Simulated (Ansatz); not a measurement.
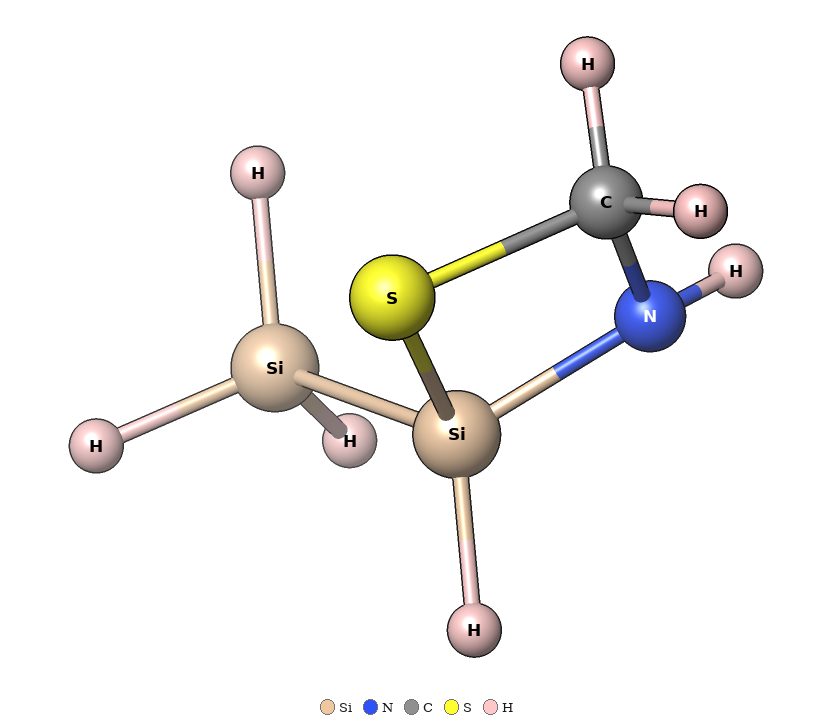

Orthographic view. Atoms fade into the background with distance from the viewer. The geometry was computed by an optimisation with PBE0-D4/def2-TZVP. No frequency run is at hand to confirm it as a minimum.

Write the InChI string.

Answer. InChI=1S/CH7NSSi2/c4-5-2-1-3-5/h2,5H,1H2,4H3/t5-/m0/s1
